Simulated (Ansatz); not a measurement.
**Response to strain in TiO2**

Take TiO₂ in the anatase structure (space group I4_1/amd, No. 141) as the base.

```xyz
6
Lattice="-1.8697 1.8697 4.7275 1.8697 -1.8697 4.7275 1.8697 1.8697 -4.7275" Properties=species:S:1:pos:R:3 pbc="T T T"
Ti     0.0000     1.8697     2.3638
Ti     0.0000     0.0000     0.0000
O      0.0000     1.8697     0.3973
O      0.0000     0.0000     7.4886
O      0.0000     0.0000     1.9665
O      0.0000     1.8697     4.3303
```

Cartesian axes are those of the cell as printed.

Strains are applied to the cell and any free atomic positions relax; under biaxial strain the out-of-plane vector relaxes too.

Calculations: Ansatz (a program for electronic structure) LDA, without spin-orbit coupling.

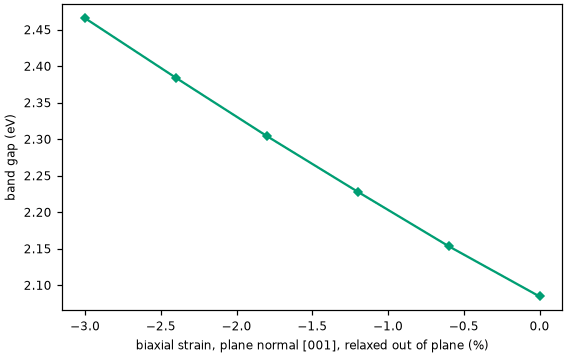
Fig. 1. Band gap against biaxial strain, plane normal [001], relaxed out of plane

```json
[
 {"biaxial strain, plane normal [001], relaxed out of plane (%)": "-3", "band gap": "2.47 eV"},
 {"biaxial strain, plane normal [001], relaxed out of plane (%)": "-2.4", "band gap": "2.38 eV"},
 {"biaxial strain, plane normal [001], relaxed out of plane (%)": "-1.8", "band gap": "2.30 eV"},
 {"biaxial strain, plane normal [001], relaxed out of plane (%)": "-1.2", "band gap": "2.23 eV"},
 {"biaxial strain, plane normal [001], relaxed out of plane (%)": "-0.6", "band gap": "2.15 eV"}
]
```

Gaps are read on the SCF mesh and a high-symmetry path. No phonon test of stability was made. The final runs are not spin-polarised.
